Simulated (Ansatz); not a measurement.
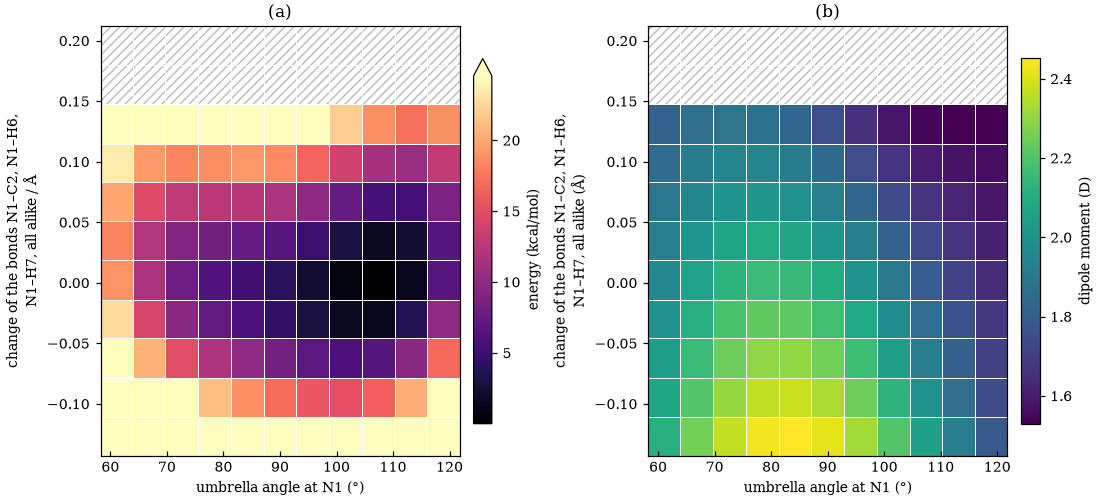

CH5AlFNO, SMILES N[CH](F)[AlH][OH]. First axis: umbrella angle at N1 (between each of its bonds and their common axis; 90 is planar). Second axis: change of the bonds N1–C2, N1–H6, N1–H7, all alike. Nothing is relaxed (all other coordinates rigid). Grid: 11 × 11 points. At 22 points there is no value. Points are written as (first, second). All energies are given in kcal/mol relative to the relaxed molecule at the same level. Theory: RKS B3LYP-D4/def2-SVP in Ansatz.

Panel (a) is the energy; panel (b) is the computed dipole moment, in D.

Drawn: one coloured cell a grid point, one colour for all values above the top of the scale, hatched blanks where no value was computed.

> How does the dipole moment vary over the map, and what is it at the lowest grid point?

Leaving out the highest fifth of the energies, it runs from 1.53 D at (113.2°, 0.131 Å) to 2.38 D at (84.2°, −0.095 Å). At the lowest grid point, (107.4°, 0.002 Å), it is 1.80 D.
